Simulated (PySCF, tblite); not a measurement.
# C₇H₁₂OSi: geometry, infrared bands and NMR shifts

Wanted: the infrared bands and NMR shifts of C₇H₁₂OSi (`C=CC[Si@@H]1CC[C@H]1C=O`), by calculation.

Programs: tblite 0.8.0 and PySCF 2.14.0, with density-fitted response routines of our own. Each step states its level of theory. These are calculated values for one molecule in the gas phase, unless marked as measured. Atoms count from 0, in the outputs and in this text.

## Step 1: The starting structure

21 atoms, charge 0, multiplicity 1; geometry from: force field or distance geometry start.

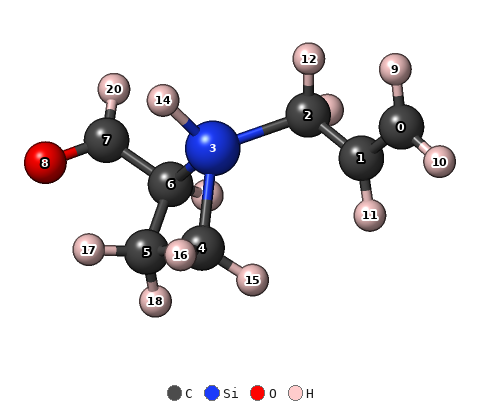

As it starts; carbon dark grey, silicon blue, oxygen red, hydrogen pink, atoms numbered.

## Step 2: Optimising the geometry with GFN2-xTB

Job settings and geometry (Å):

```
{"job": {"kind": "relax", "xc": "GFN2-xTB", "basis": "xTB"}, "charge": 0, "multiplicity": 1}
C      3.632500    -0.148100     0.369200
C      2.414600    -0.379200    -0.194500
C      1.445000     0.722900    -0.389600
Si    -0.167100     0.484600     0.490800
C     -0.667000    -1.287000     0.795400
C     -2.047100    -0.955300     0.278600
C     -1.676500     0.269800    -0.532200
C     -2.647500     1.365200    -0.308100
O     -3.586500     1.156900     0.455600
H      3.921300     0.847800     0.688900
H      4.303300    -1.001000     0.497100
H      2.199600    -1.391800    -0.463300
H      1.913000     1.638100     0.026700
H      1.312100     0.907700    -1.478400
H     -0.392800     1.397400     1.609000
H     -0.106600    -2.018700     0.177600
H     -0.584600    -1.498900     1.883400
H     -2.793600    -0.747900     1.077600
H     -2.423200    -1.752300    -0.398600
H     -1.523100     0.075600    -1.603300
H     -2.534600     2.331000    -0.827600
```

Launch:

```bash
OMP_NUM_THREADS=1 python probes_run.py task.json out
```

The driver reads the jobs from task.json and runs them one after another.

**Question.** This job is followed by: GFN2-xTB harmonic vibrations, gas phase; GIAO PBE0/pcSseg-1 NMR shielding, non-relativistic, gas phase. Predict these results of the whole session: strongest single infrared mode (GFN2-xTB); zero-point energy (GFN2-xTB); 13C shifts against TMS (PBE0/pcSseg-1); 1H shifts against TMS (PBE0/pcSseg-1); 29Si shifts against TMS (PBE0/pcSseg-1); 17O shifts against H2O (PBE0/pcSseg-1); surface potential, least and greatest.

**Answer**, as computed:

| quantity | value |
| --- | --- |
| strongest single infrared mode (GFN2-xTB) | 1742 cm⁻¹, 466 km/mol |
| zero-point energy (GFN2-xTB) | 105.4 kcal/mol |
| 13C shifts against TMS (PBE0/pcSseg-1) | 199.5, 138.9, 122.1, 53.2, 30.3, 15.5, 9.1 ppm |
| 1H shifts against TMS (PBE0/pcSseg-1) | 9.82, 6.06, 5.39, 5.26, 4.61, 3.43, 3.14, 2.14, 2.14, 1.91, 1.42, 1.35 ppm |
| 29Si shifts against TMS (PBE0/pcSseg-1) | 5.9 ppm |
| 17O shifts against H2O (PBE0/pcSseg-1) | 619.6 ppm |
| surface potential, least and greatest | -1.82 V and 1.10 V |

In words: Over 181 steps the energy fell by 0.784 eV; of the close pairs, Si3–C6 changed most, 1.836 to 1.950 Å. No mode is imaginary among the 57: a minimum at this level. The strongest single mode, at 1742 cm⁻¹, moves mainly C7 and O8. Unscaled tight-binding wavenumbers are off by several per cent, some by more. Its intensities can rank the bands wrongly. The most deshielded carbon is C7 (aldehyde carbonyl carbon), at 199.5 ppm: low-lying n→π* states of the double bond to the heteroatom give a large paramagnetic term (-260 ppm). The most deshielded hydrogen is H20 (hydrogen on an aldehyde carbonyl carbon), at 9.82 ppm: the C=O anisotropy and electron withdrawal place aldehyde protons far downfield. At PBE0/pcSseg-1: Shielding is most anisotropic at O8 (span 1218 ppm, paramagnetic term -682 ppm). By nearest atom (PBE0/pcSseg-1), the HOMO sits on O8 54 %; H20 13 % and the LUMO on C7 20 %; O8 14 %.
